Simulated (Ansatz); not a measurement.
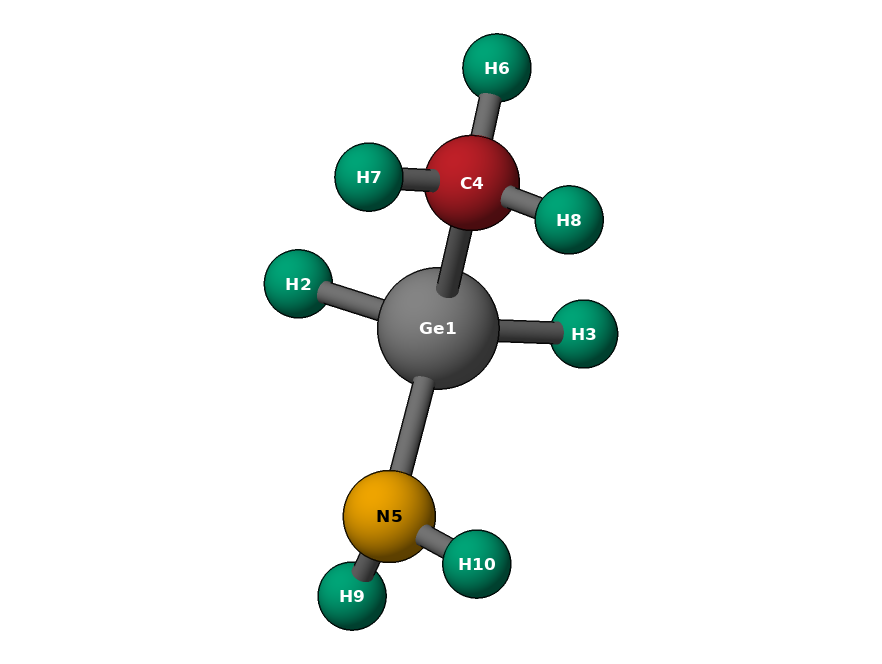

The questions are on Mulliken charges. Computed geometry: PBE0-D4/def2-TZVP optimisation. Method: RKS PBE0-D4/def2-TZVP (Ansatz 0.2.0).

Give the Mulliken charges atom by atom.

| atom | value (e) |
| --- | --- |
| Ge1 | 0.30 |
| H2 | −0.02 |
| H3 | −0.04 |
| C4 | −0.49 |
| N5 | −0.65 |
| H6 | 0.14 |
| H7 | 0.15 |
| H8 | 0.14 |
| H9 | 0.23 |
| H10 | 0.23 |

Mulliken values depend strongly on the basis set and can even reverse the polarity of a bond.
